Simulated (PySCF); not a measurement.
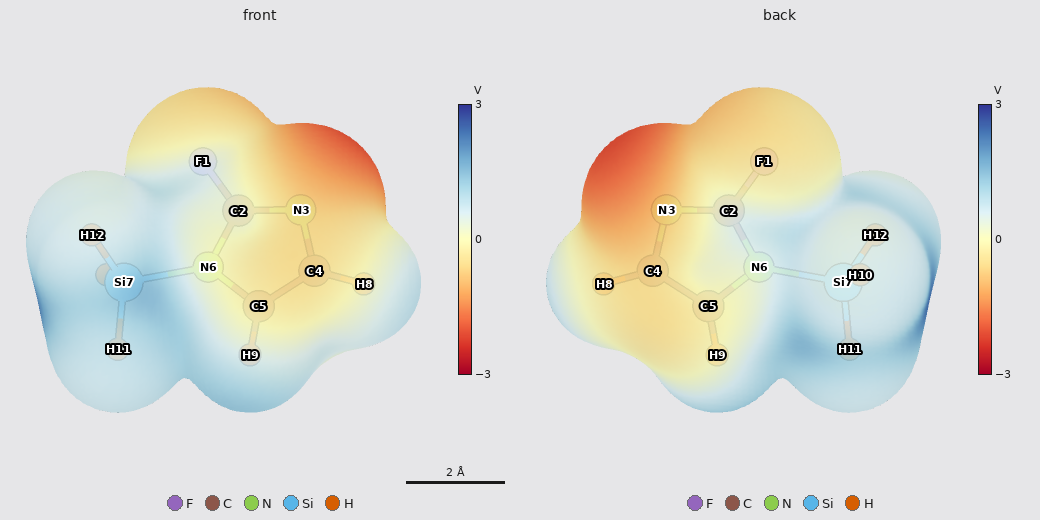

The picture shows: C₃H₅FN₂Si (SMILES Fc1nccn1[SiH3]). The electrostatic potential painted on the density surface at 0.002 e/bohr³, seen from the front and from behind; the colour scale runs from red (negative) to blue (positive).

Geometry: GFN2-xTB.

The calculation used PySCF 2.14.0, PBE0/pcSseg-1, SCF density, gas phase, non-relativistic.

Input file:

```
{"job": {"kind": "nmr", "xc": "PBE0", "basis": "pcSseg-1"}, "charge": 0, "multiplicity": 1}
F     -0.166032     2.179363    -0.805393
C      0.529623     1.119494    -0.418587
N      1.814963     1.034107    -0.393957
C      2.053004    -0.232911     0.072097
C      0.877930    -0.867456     0.312675
N     -0.135021     0.012784    -0.006817
Si    -1.884406    -0.165480     0.069929
H      3.058205    -0.580580     0.194444
H      0.660942    -1.849708     0.675752
H     -2.379182     0.018821    -1.290646
H     -2.064427    -1.524549     0.568552
H     -2.364402     0.855430     0.995924
```

Launched as:

```sh
OMP_NUM_THREADS=1 python probes_run.py task.json out
```

Question: Describe the electrostatic potential map.

Answer: The most negative region (about −2.1 V) lies over N3, the most positive (about +2.3 V) over Si7. N3 is the likeliest acceptor of a hydrogen bond.

Question: How polar is the molecule by this calculation?

Answer: Its dipole moment is 4.12 D.
